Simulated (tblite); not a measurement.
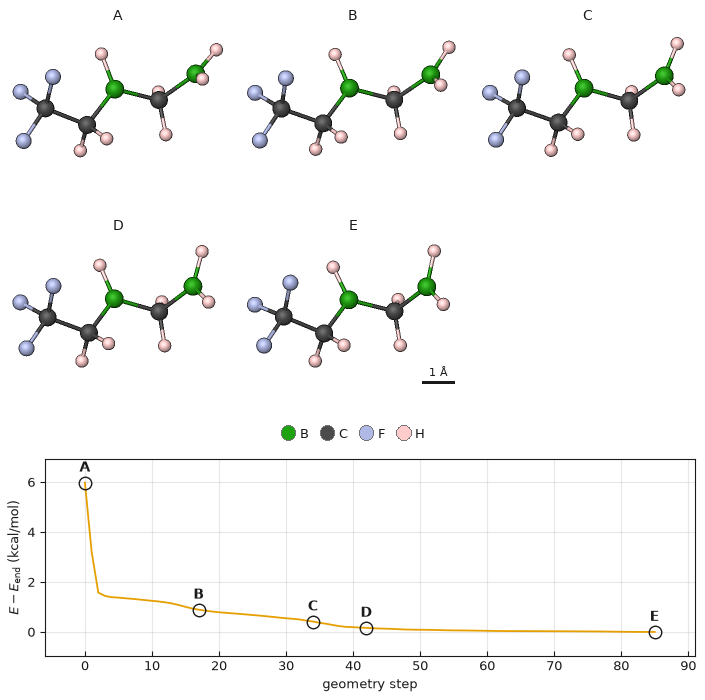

Frames of a relaxation of C3H7B2F3, marked on the history of the run. The picture is a ball-and-stick view, seen at a tilt.

Computed with GFN2-xTB geometry optimisation, gas phase (tblite 0.8.0). 

Question: Describe the path.

Answer: The energy falls by 5.98 kcal/mol in 85 geometry steps. The largest move after the best rigid fit is that of an H atom, 0.82 Å. Largest moves by element: H 0.82 Å, F 0.30 Å, B 0.21 Å, C 0.12 Å. Some distances before and after: C–F 1.387 → 1.343 Å, C–H 1.119 → 1.092 Å, B–C 1.598 → 1.574 Å, B–H 1.185 → 1.169 Å. Among the angles between lasting bonds that change: B–C–H 107.9° → 111.4°, F–C–F 109.1° → 105.8°, B–C–B 109.9° → 107.0°. Groups turn about B–C by about 35°. Cost: 0.79 s on 1 thread of Arm Neoverse N1, with other jobs on the host. From step 0 to 17: an H atom moves most (0.22 Å), energy −5.09 kcal/mol. From step 17 to 34: an H atom moves most (0.30 Å), energy −0.47 kcal/mol. From step 34 to 42: an H atom moves most (0.22 Å), energy −0.25 kcal/mol. From step 42 to 85: F and H atoms move most (0.18 Å), energy −0.16 kcal/mol.
